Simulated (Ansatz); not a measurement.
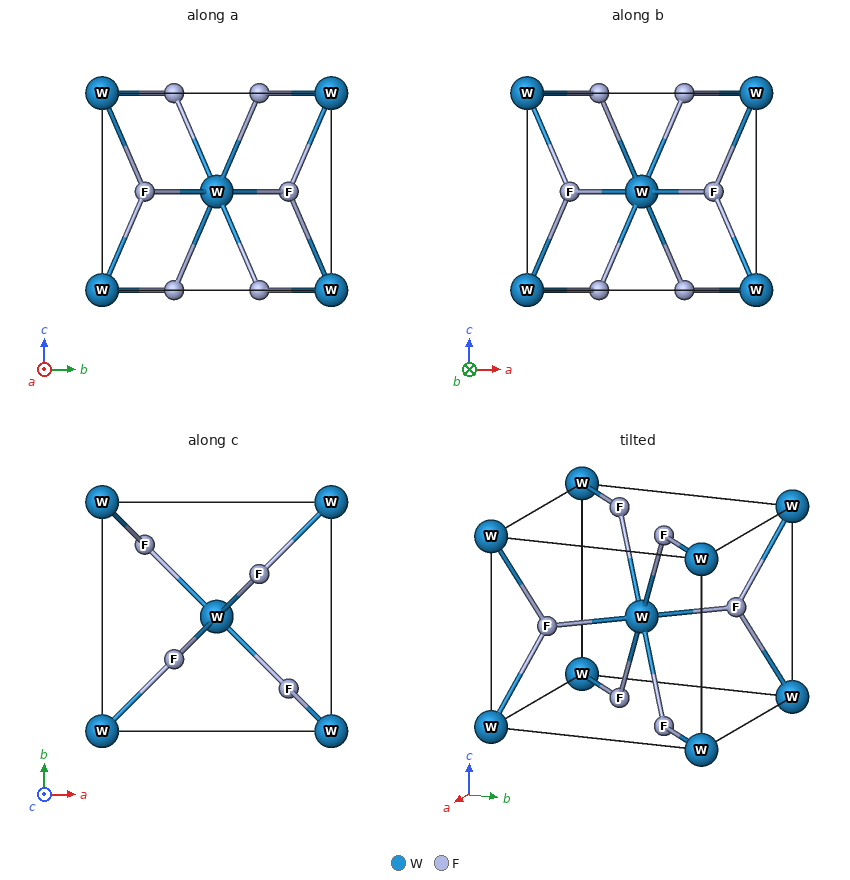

We look at a ball-and-stick model of the crystal along the a axis, along the b axis, along the c axis and slightly off an axis. One conventional unit cell is framed, with atoms on its boundary repeated.

Lattice parameters: a = 4.8089 Å, b = 4.8089 Å, c = 4.1346 Å, α = 90.000°, β = 90.000°, γ = 90.000°.

Write down what is shown as a CIF in P1 with every atom of the cell, with free fractional coordinates to two decimals.

```cif
data_structure
_symmetry_space_group_name_H-M 'P 1'
_symmetry_Int_Tables_number 1
_cell_length_a 4.8089
_cell_length_b 4.8089
_cell_length_c 4.1346
_cell_angle_alpha 90.000
_cell_angle_beta 90.000
_cell_angle_gamma 90.000
_cell_volume 95.61
loop_
_atom_site_label
_atom_site_type_symbol
_atom_site_fract_x
_atom_site_fract_y
_atom_site_fract_z
_atom_site_occupancy
W1 W 0.00 0.00 0.00 1
W2 W 0.50 0.50 0.50 1
F1 F 0.31 0.31 0.00 1
F2 F 0.69 0.69 0.00 1
F3 F 0.81 0.19 0.50 1
F4 F 0.19 0.81 0.50 1
```

The cell started as a structure type filled with these elements by a generator (whether the compound takes this form wasn't checked). This is the structure after a relaxation with DFT r2SCAN+U, scalar-relativistic, plane waves, PAW (Ansatz 0.2.0).
